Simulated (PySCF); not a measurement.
```xyz
18

C    -2.1998    1.1346    0.0129
C    -1.0668    0.1551   -0.0186
C    -1.3908   -1.2060    0.5302
C     0.1159    0.4823   -0.5376
C     1.3133   -0.3976   -0.6067
N     2.2817   -0.0191    0.4663
C     3.5417    0.2725    0.2870
O     4.2622    0.3286   -0.6743
H    -1.9213    2.0785   -0.4477
H    -3.0614    0.7267   -0.5151
H    -2.5040    1.3253    1.0422
H    -1.6029   -1.8982   -0.2850
H    -0.5701   -1.6151    1.1142
H    -2.2721   -1.1566    1.1647
H     0.2694    1.4866   -0.9084
H     1.0578   -1.4520   -0.4821
H     1.8496   -0.2660   -1.5477
H     1.8886    0.0266    1.3941
```

Geometry: GFN2-xTB.

Computed with UKS B3LYP, pcH-1 on C H N O, non-relativistic, mean-field spin-orbit, GIAO in PySCF.

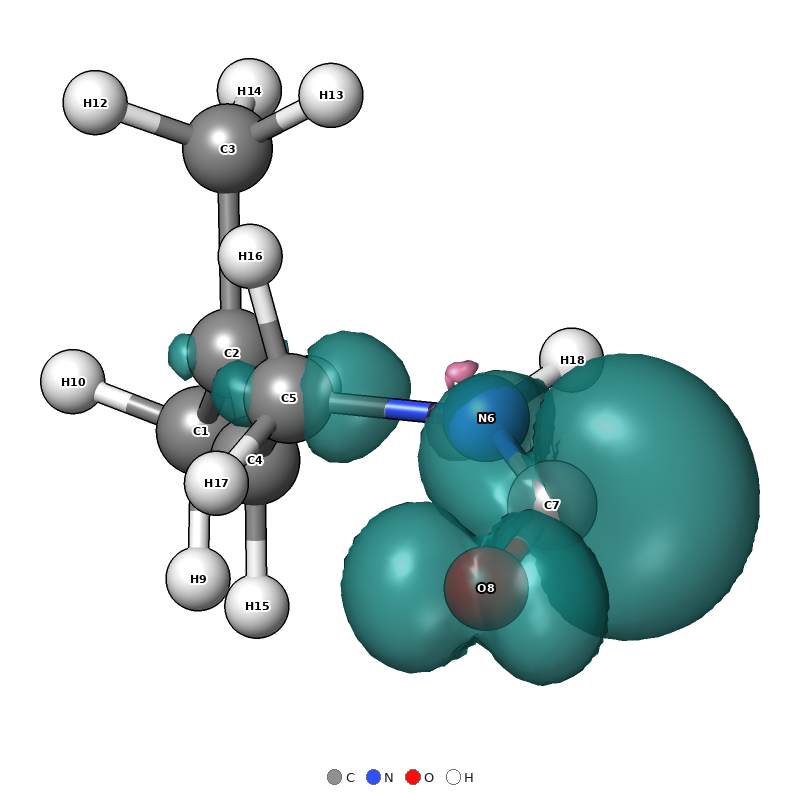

C6H10NO (doublet). Isosurfaces of the spin density (α minus β) at +0.03 (teal) and −0.03 e/Å³ (pink), seen at an oblique angle.

Describe the spin distribution.

Answer. The unpaired spin (1 electron) lies mostly on C7 (about 0.6), O8 (about 0.3) and N6 (about 0.1), in electrons by Hirshfeld's partition.
